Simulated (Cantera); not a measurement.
Charge: 1 mol SiCl4, a varied amount of NH3, 3.2 mol N2, at 2050 K and 0.130 bar.

Cantera equilibrium calculation (NASA polynomials, part measured and part estimated; ideal gas, pure solids and liquids). Candidate condensed phases: NH4Cl, Si, Si3N4; 28 gas species. The tables' values for SiCl3, SiCl, SiN are old estimates; treat these amounts as uncertain. Gases not in the tables: Si2H6 and higher silanes. The numbers say what is thermodynamically allowed, not how fast it happens.

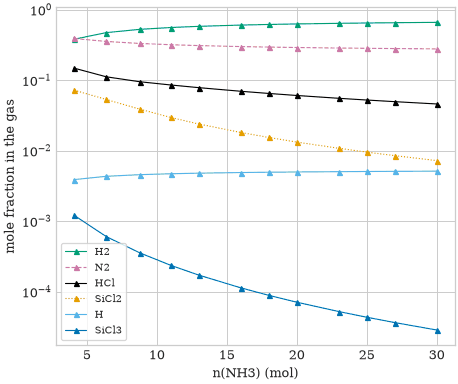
Figure: Equilibrium gas composition (values under 1e-9 drawn at 1e-9)

Task: Read off the mole fractions at 11 mol NH3.

Result: H2 about 0.56, N2 about 0.32, HCl about 0.086, SiCl2 about 0.030, H about 0.0047, SiCl3 about 0.00024.
